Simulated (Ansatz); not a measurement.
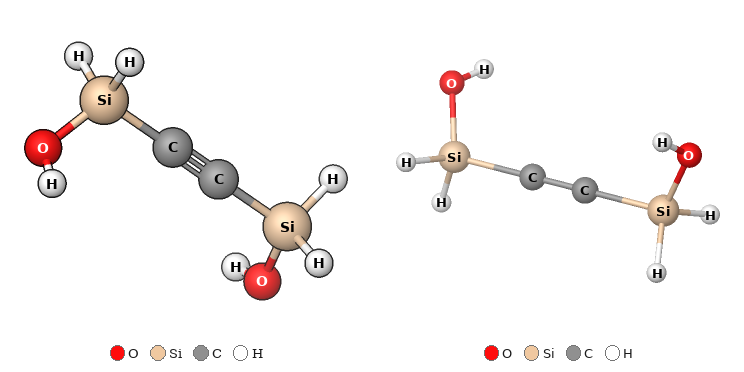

Both panels show the same species.

The computed structure is the end point of a PBE0-D4/def2-TZVP optimisation.

> What is the molecular formula?

C₂H₆O₂Si₂, 12 atoms: 2 carbon, 6 hydrogen, 2 oxygen and 2 silicon.

> How many sets of symmetry-equivalent atoms are there?

6: 2 O, 2 Si, 2 C, 2 H, 2 H, 2 H.

> What is its SMILES?

O[SiH2]C#C[SiH2]O

The parts below concern this one geometry. Atoms keep their numbers from picture to picture.

### Shape

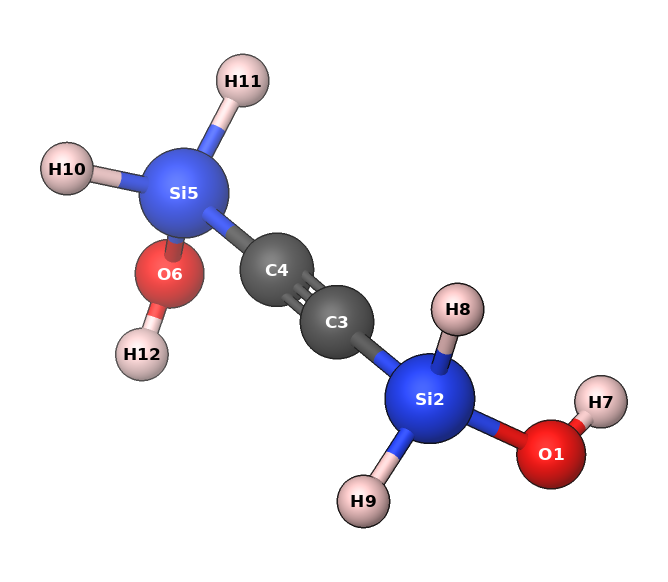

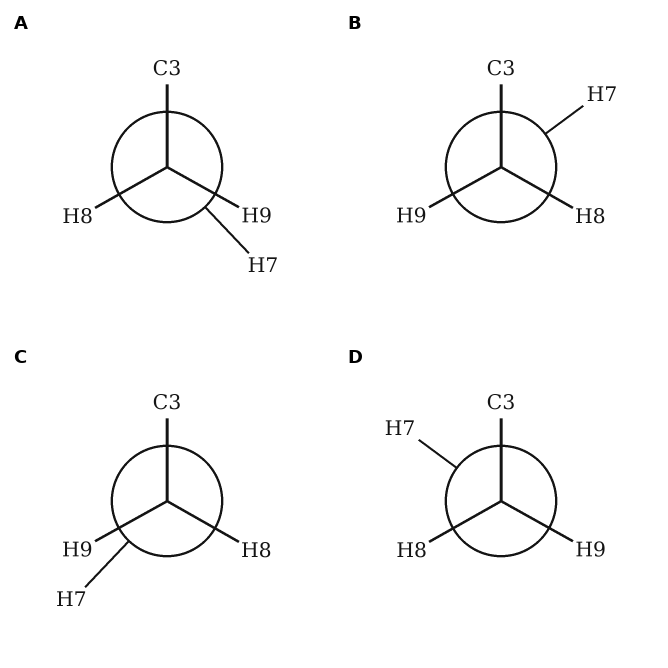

Depth is shown by fading: the farther an atom, the more it takes the colour of the background. Bonds that would overlap in a projection are set slightly apart.

> Which Newman projection shows the view along Si2–O1, with Si2 in front?

B. The torsion angle C3–Si2–O1–H7 is 53°, synclinal (gauche).

### Vibrations

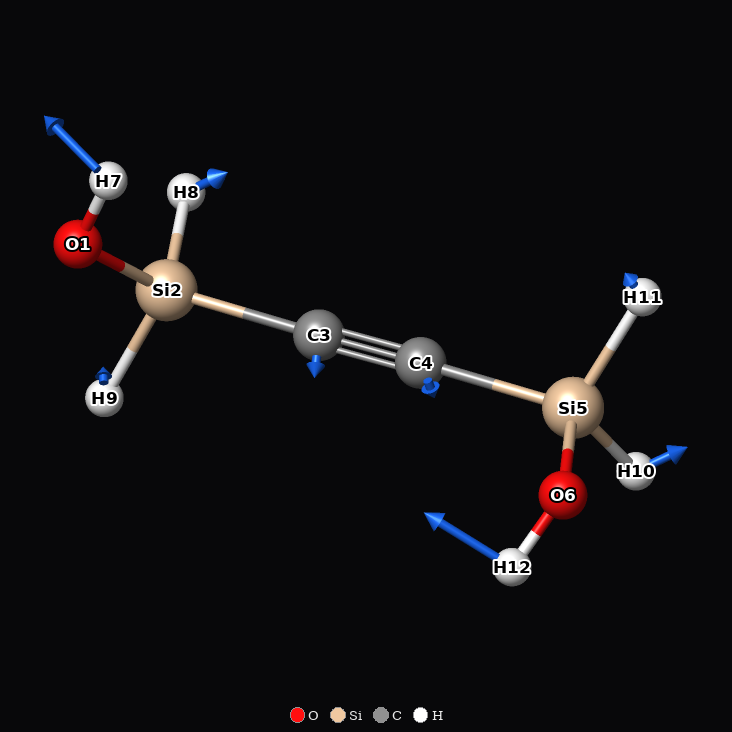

The arrows show one normal mode. Harmonic vibrations computed with RKS PBE0-D4/def2-TZVP (Ansatz 0.2.0) at a stationary point of the same level.

> At what wavenumber does it lie?

170 cm⁻¹; it is mode 4 of 30 counted from the lowest.

### Levels of theory compared

Program: Ansatz 0.2.0.

Compare HOMO energy (eV), dipole (D) at these levels: B3LYP-D4/def2-TZVPP; PBE-D4/def2-TZVPP; r2SCAN-D4/def2-TZVPP; ωB97M-V/def2-TZVPP.

```
               level  HOMO energy (eV)  dipole (D)
 B3LYP-D4/def2-TZVPP             −8.02        0.08
   PBE-D4/def2-TZVPP             −7.02        0.07
r2SCAN-D4/def2-TZVPP             −7.30        0.04
  ωB97M-V/def2-TZVPP            −10.45        0.04
```

### Charges

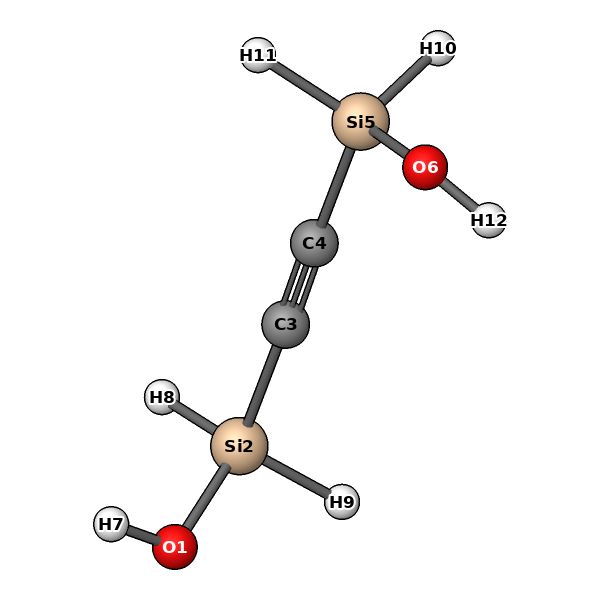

The questions are on Mulliken charges. Level of theory: RKS B3LYP-D4/def2-TZVPP (Ansatz 0.2.0).

List the Mulliken charges.

```
atom  value (e)
  O1      −0.39
 Si2       0.56
  C3      −0.20
  C4      −0.20
 Si5       0.56
  O6      −0.39
  H7       0.19
  H8      −0.09
  H9      −0.07
 H10      −0.09
 H11      −0.07
 H12       0.19
```

Mulliken values depend strongly on the basis set and can even reverse the polarity of a bond.
